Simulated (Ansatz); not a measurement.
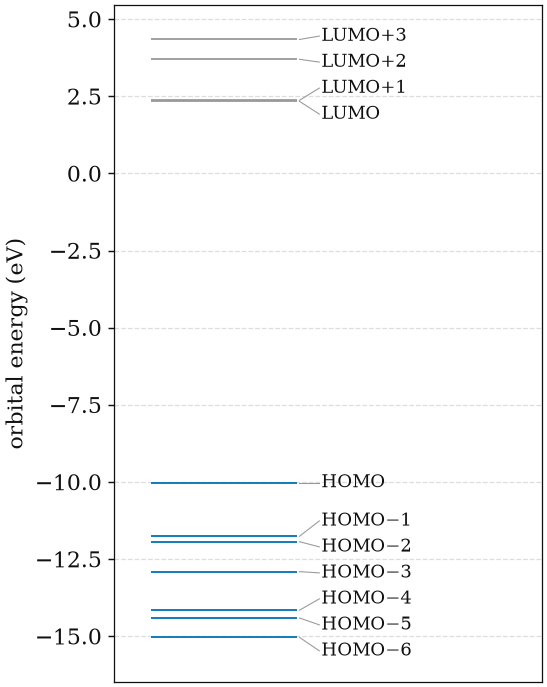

C₂H₆BrFGaN, SMILES C[N](C)[Ga]([F])[Br], singlet. Hartree-Fock orbital energies near the frontier, HF/def2-TZVPP with the Ansatz code 0.2.0, at a PBE0-D4/def2-TZVP geometry (a minimum by its frequencies), isolated molecule; empty levels in grey, levels within 0.03 eV side by side.

### Where do the frontier orbitals lie?

HOMO at −10.02 eV, LUMO at 2.34 eV, 12.36 eV apart.

### How far below the HOMO does the next level lie?

1.74 eV.

Known limits of this run: no scalar relativity up to krypton; spin-orbit coupling is left out, and with Br it can shift these levels and split any degenerate set; one conformer of a flexible molecule; empty levels above zero depend strongly on the basis.
